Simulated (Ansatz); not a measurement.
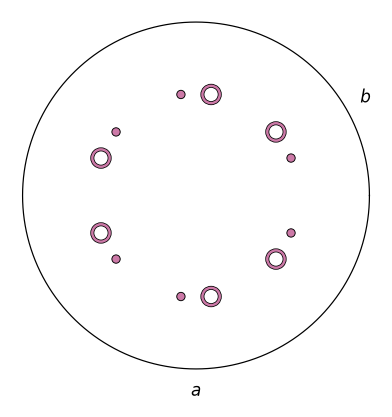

Stereographic projection: filled dots lie in the upper hemisphere, open rings in the lower. The c axis points at the viewer. The poles are all faces of one general form. Computed from the symmetry operations of a computed or model structure of composition Zn3Se2, which need not be its known form.

### Which point group is this?

-3m (D3d), order 12, trigonal system: one threefold axis, three twofold axes, three mirror planes, an inversion centre.

### Which physical properties does it allow?

It is centrosymmetric, so neither piezoelectric nor pyroelectric; it is not chiral.
